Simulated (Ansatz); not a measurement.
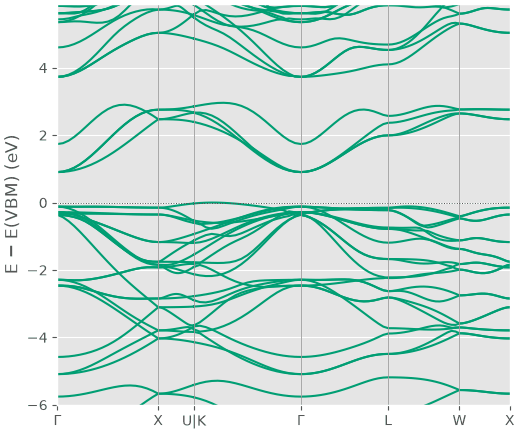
Figure. Band structure from plane-wave PAW LDA (Ansatz code)

Task: Read off the gap and where the band edges lie.

Result: About 0.9 eV (0.90 eV by a search for the band edges); maximum on the K–Γ line, 18 % of the way from K, minimum at Γ.

Task: Which compound is it?
A) SnS2, Fd-3m (Sn on 16c, S on 32e)
B) CaS, rock salt
C) MgTe, zinc blende
D) TlF, rock salt

Result: A, SnS2, Fd-3m (Sn on 16c, S on 32e)

The workflow started from a Materials Project entry (that database holds measured and hypothetical structures alike); the Crystallography Open Database copy checked does not list it. It is not the phase usual at ambient conditions (space group No. 164). The cell was relaxed with LDA under the symmetry of its start; whether a distortion lowers the energy is not shown. Spin–orbit coupling is left out wherever it is not named.

Potentials: the later of the program's two PAW sets.
